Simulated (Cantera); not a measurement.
Charge: 1 mol SiCl₄, 0.7 mol HCl, 12 mol H₂, held at 16.0 bar.

Equilibrium computed with Cantera from the NASA thermochemical tables; the gas is ideal and each condensed phase is pure. Candidate condensed phases: Si; 19 gas species. The tables' values for SiCl₃ are old estimates; treat these amounts as uncertain. Rates play no part.

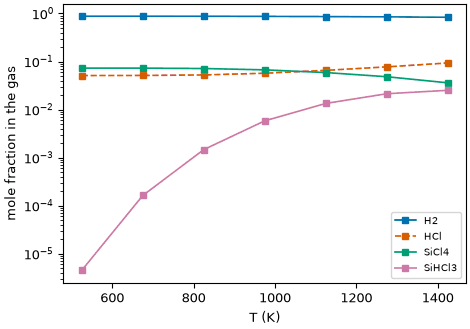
Figure: Equilibrium gas composition (values under 1e-9 drawn at 1e-9)

From 525 K to 1425 K nothing is condensed. The main Si-bearing gas is SiCl₄ throughout.
